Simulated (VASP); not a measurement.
Band structure of AlN (space group P3_221). Method: PBE GGA, VASP's PBE PAW potentials (set 64) (plane waves; VASP).

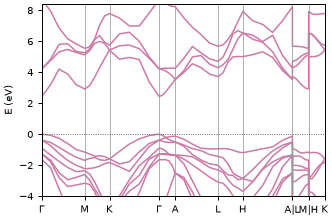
Figure: Bands along high-symmetry lines, zero at the valence-band maximum or, without a gap, the Fermi level

### Question
Read the plot: is there a gap, and where are the band edges?

### Answer
The gap is direct, 2.43 eV, from the valence maximum at Γ to the conduction minimum at Γ.

The structure was generated: AlN was put into an ordered model structure, which need not be its known phase. The cell was not relaxed at this level.
